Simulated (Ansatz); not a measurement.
```
CELL_PARAMETERS angstrom
5.72033 0.00000 0.00000
-2.86017 4.95395 0.00000
0.00000 0.00000 8.45008
ATOMIC_POSITIONS crystal
Cs 0.33333 0.66667 0.16667
Cs 0.00000 0.00000 0.50000
Cs 0.66667 0.33333 0.83333
B 0.83333 0.16667 0.16667
B 0.50000 0.50000 0.50000
B 0.16667 0.83333 0.83333
B 0.33333 0.16667 0.16667
B 0.00000 0.50000 0.50000
B 0.66667 0.83333 0.83333
B 0.83333 0.66667 0.16667
B 0.50000 0.00000 0.50000
B 0.16667 0.33333 0.83333
H 0.66667 0.33333 0.16038
H 0.33333 0.66667 0.49371
H 0.00000 0.00000 0.82704
H 0.00000 0.00000 0.17296
H 0.66667 0.33333 0.50629
H 0.33333 0.66667 0.83962
```

Space group R-3m; a structure generated by program, which may or may not match a known phase.

All numbers below come from Ansatz, DFT PBE, scalar-relativistic, plane waves, PAW.

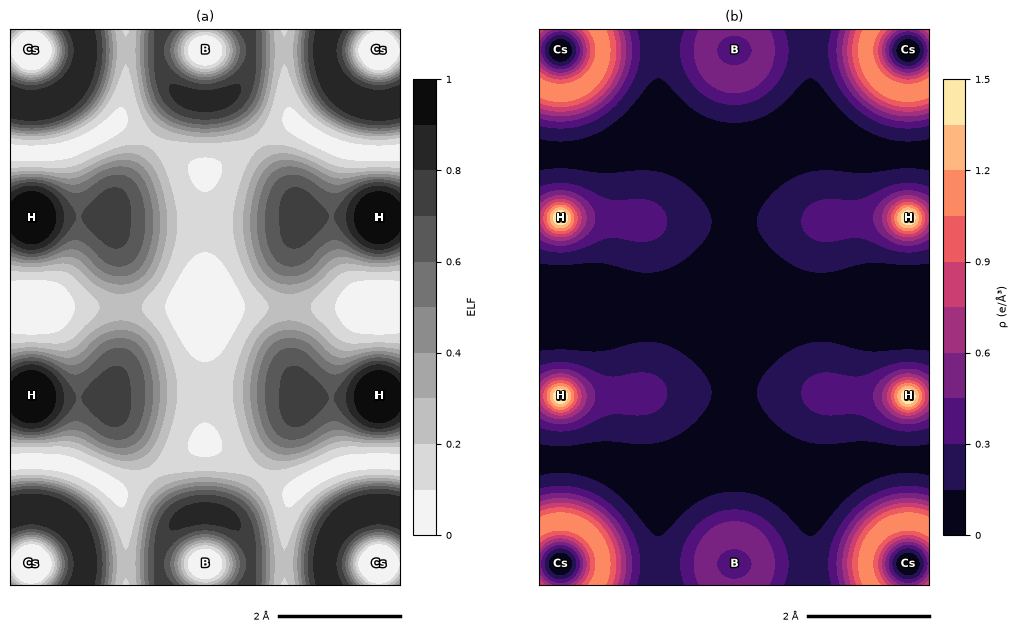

CsB3H2. (a) ELF; (b) valence electron density on the (100) plane of the conventional cell.

Core electrons are frozen (PAW), and the valence fields are smoothed inside the atomic spheres.

Q: What does the map show?

A: The plane passes through Cs, B and H nuclei.
Atoms just off the plane (B, 0.8 Å away) can leave unmarked features too.
Cs–H (2.76 Å): ρ at the midpoint is about 0.21 e/Å³; the ELF climbs to about 0.95 towards the hydrogen.
Cs–B (2.86 Å): the density is about 0.22 e/Å³ at the midpoint, with its minimum of 0.19 e/Å³ about 1.6 Å from Cs; the ELF peaks at about 0.70 in the valence shell of B, 0.8 Å from its nucleus, and drops to about 0.20 between the two atoms: no shared electron pair shows on this line.
Between the atoms the lowest density in this plane is 0.04 e/Å³.
The features right at Cs lie inside the PAW spheres, where the map follows smoothed inner orbitals and isn't to be read closely.
